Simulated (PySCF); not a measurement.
C$_{6}$H$_{4}$NO: EPR calculation

The run: EPR calculation of C$_{6}$H$_{4}$NO, multiplicity 2, SMILES C#CC#CC[N]C=O. Method and program: UKS B3LYP, pcH-1 on C H N O, non-relativistic, mean-field spin-orbit, GIAO (PySCF 2.14.0).

It belongs to a series of runs on one base structure; here: H removed from N.

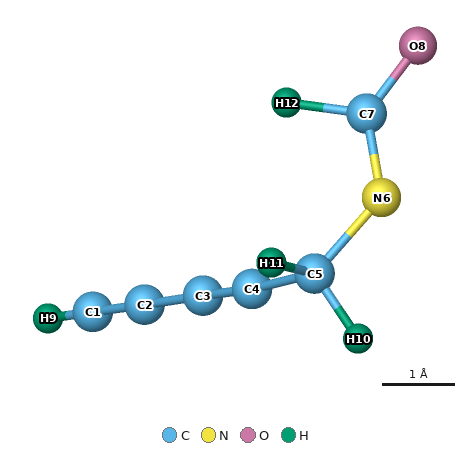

Fig. 1: The structure (ball-and-stick view, seen at a tilt; atoms are numbered from 1 in the order of the input).

Results in brief:

| quantity | value |
| --- | --- |
| outcome | converged |
| total energy | −360.824051 hartree |
| ⟨S²⟩ | 0.761 |
| isotropic g | 2.0039 |
| hardware | 1 CPU thread, shared host |
| wall time | 72 s |
| peak memory | 0.9 GiB |

Input file:
```
{"job": {"kind": "epr", "basis": "pcH-1"}, "charge": 0, "multiplicity": 2}
C      3.651636    -0.026838     0.946205
C      2.519027    -0.250123     0.600336
C      1.239976    -0.489078     0.215281
C      0.120529    -0.718368    -0.180722
C     -1.258599    -0.892885    -0.581775
N     -2.161769    -0.014681     0.069287
C     -2.033800     1.242045     0.285649
O     -2.694802     2.066955     0.874367
H      4.637389     0.162749     1.249148
H     -1.582651    -1.907364    -0.309945
H     -1.346353    -0.809498    -1.676983
H     -1.089384     1.636401    -0.222717
```

The first line tells a small driver script what to run in PySCF; the rest is the geometry in Å.

Launched with:
```bash
OMP_NUM_THREADS=1 python <driver script> task.json out
```

Log:
```
UKS, coarse grid
  cycle   1  E = -360.64898088  |g| = 6.42e-01
  cycle   2  E = -359.03621568  |g| = 1.89e+00
  cycle   3  E = -360.75859221  |g| = 3.59e-01
  cycle   4  E = -360.80125095  |g| = 2.24e-01
  cycle   5  E = -360.82192831  |g| = 5.68e-02
  cycle   6  E = -360.82323582  |g| = 2.65e-02
  cycle   7  E = -360.82349305  |g| = 1.98e-02
  cycle   8  E = -360.82374465  |g| = 5.79e-03
  cycle   9  E = -360.82384130  |g| = 3.39e-03
  cycle  10  E = -360.82388534  |g| = 2.88e-03
  cycle  11  E = -360.82392972  |g| = 2.89e-03
  cycle  12  E = -360.82399104  |g| = 1.61e-03
  cycle  13  E = -360.82404699  |g| = 1.21e-03
  cycle  14  E = -360.82405603  |g| = 7.66e-04
UKS, final grid
  cycle   1  E = -360.82404744  |g| = 1.95e-03
  cycle   2  E = -360.82402995  |g| = 6.85e-03
  cycle   3  E = -360.82404954  |g| = 3.97e-04
  cycle   4  E = -360.82404968  |g| = 2.55e-04
  cycle   5  E = -360.82404992  |g| = 2.18e-04
  cycle   6  E = -360.82405037  |g| = 1.29e-04
  cycle   7  E = -360.82405046  |g| = 9.82e-05
  cycle   8  E = -360.82405053  |g| = 8.23e-05
  cycle   9  E = -360.82405056  |g| = 5.66e-05
  cycle  10  E = -360.82405057  |g| = 4.40e-05
  cycle  11  E = -360.82405057  |g| = 8.34e-06
E = -360.82405057 Eh   <S^2> = 0.7610 (exact 0.7500)
g shifts (ppm)      1          2          3
  rmc          -227       -227       -227
  gc             27         20         28
  oz_so         422       1680       3323
  total         222       1474       3124
hyperfine (MHz)  atom isotope    a_iso     a_fc   dipolar eigenvalues
    0   13C       1.02       1.02     -1.56     -0.94      2.50
    1   13C      -1.72      -1.72     -0.90      0.08      0.82
    2   13C       2.78       2.78     -2.98     -1.13      4.11
    3   13C      -3.34      -3.34     -2.33      0.71      1.62
    4   13C      -4.21      -4.21     -3.96     -1.49      5.45
    5   14N      29.38      29.38    -28.57    -27.52     56.09
    6   13C     -57.14     -57.14    -16.87      1.52     15.35
    7   17O     -17.32     -17.32    -93.58     42.33     51.26
    8    1H      -1.00      -1.00     -0.77     -0.18      0.95
    9    1H      91.49      91.49     -6.24     -3.97     10.21
   10    1H      75.28      75.28     -3.77     -2.47      6.25
   11    1H     367.21     367.21     -6.70     -1.64      8.33
```

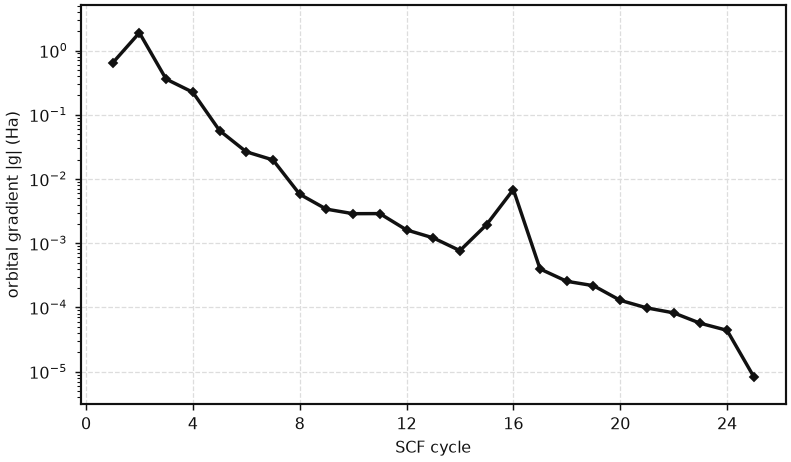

Fig. 2: Convergence of the self-consistent field: orbital gradient |g| against the SCF cycle. All cycles printed in the log are drawn one after another.

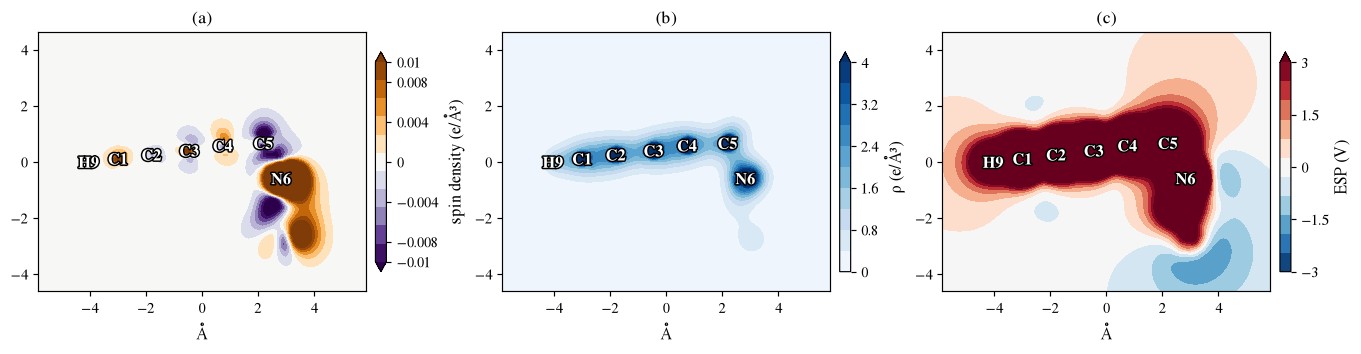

Fig. 3: (a) spin density (α minus β); (b) total electron density; (c) molecular electrostatic potential on the plane of atoms C4, C5 and N6. The section cuts through C, N and H sites. C–H (1.05 Å): ρ is about 2 e/Å³ halfway. C–C (1.36 Å): ρ at the midpoint is about 2 e/Å³. The unpaired spin (1 electron) lies mostly on N6 (about 0.5), O8 (about 0.2) and H12 (about 0.1), in electrons by Hirshfeld's partition.

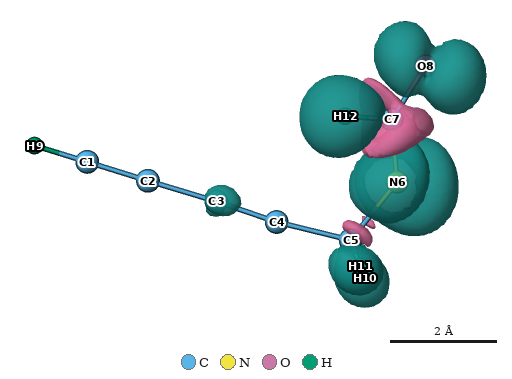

Fig. 4: Isosurfaces of the spin density at +0.015 (teal) and −0.015 e/Å³ (pink), seen face on. The unpaired spin (1 electron) lies mostly on N6 (about 0.5), O8 (about 0.2) and H12 (about 0.1), in electrons by Hirshfeld's partition.

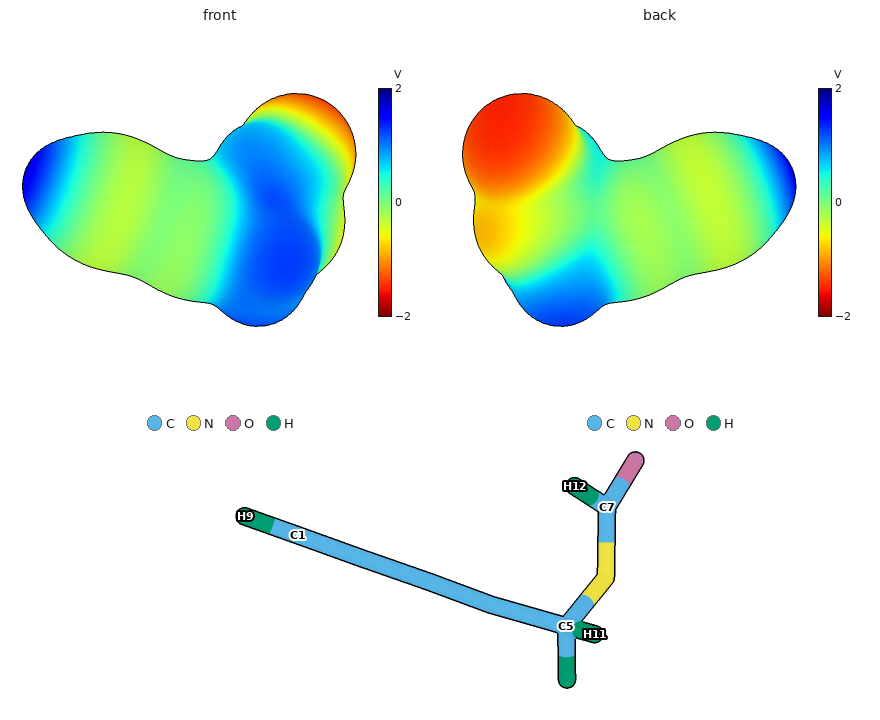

Fig. 5: The electrostatic potential painted on the density surface at 0.001 e/bohr³, seen at a tilt and from behind; the colour scale runs from red (negative) to blue (positive). The bare structure is drawn below in the same view.
